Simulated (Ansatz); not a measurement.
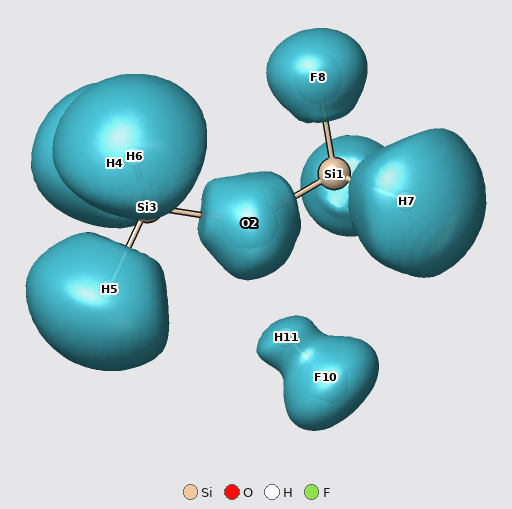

The picture shows: F2H4OSi2···HF. Isosurface of the ELF at 0.75 (cyan), seen at a tilt. Only the valence region is drawn (cores and ρ < 0.01 e/Å³ removed).

All numbers below come from RHF/def2-SVP in Ansatz 0.2.0.

```tsv
atom	x (Å)	y (Å)	z (Å)
Si	-0.2429	0.0844	-0.0211
O	-0.3648	-0.4134	1.5232
Si	-1.4097	-0.3486	2.8353
H	-2.7651	-0.7321	2.3980
H	-0.8910	-1.3023	3.8320
H	-1.4124	1.0220	3.3800
H	1.1083	0.4675	-0.3766
F	-1.2375	1.3180	-0.2058
F	-0.7714	-1.0645	-0.9836
F	1.9289	-1.9633	1.4231
H	1.1825	-1.5526	1.7317
```

> Where are the electrons localised?

The ELF exceeds this value in four regions around hydrogen nuclei, one region on O in which the atom's valence shell and bonds are merged, two regions wrapped around F (its lone pairs, merged into a ring or cap) and one joined region spread over several atoms (F, H), in which their bonds and any lone pairs are merged. Profiles from the grid: O2···H11 (1.93 Å): the ELF dips to about 0.05 between them (a closed-shell contact with the geometry of a hydrogen bond). Si–F (1.59 Å): the ELF peaks at about 0.85 in the valence shell of F, 0.6 Å from its nucleus, and is about 0.50 at the midpoint.
